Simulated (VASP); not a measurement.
Band structure of Fe3Si (space group Fm-3m). Level of theory: r2SCAN meta-GGA, VASP's PBE PAW potentials (set 64) (plane waves; VASP).

The run has a spin-polarised start.

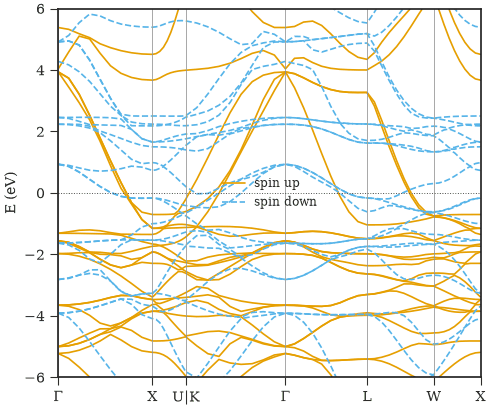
*Bands along high-symmetry lines, zero at the valence-band maximum or, without a gap, the Fermi level*

Question: Read the plot: is there a gap, and where are the band edges?

Answer: It has no gap at this level: it comes out as a metal or semimetal.

The structure comes from a computed database's Fe3Si entry (Fm-3m); how it stands against other phases isn't given here. The cell was not relaxed at this level.
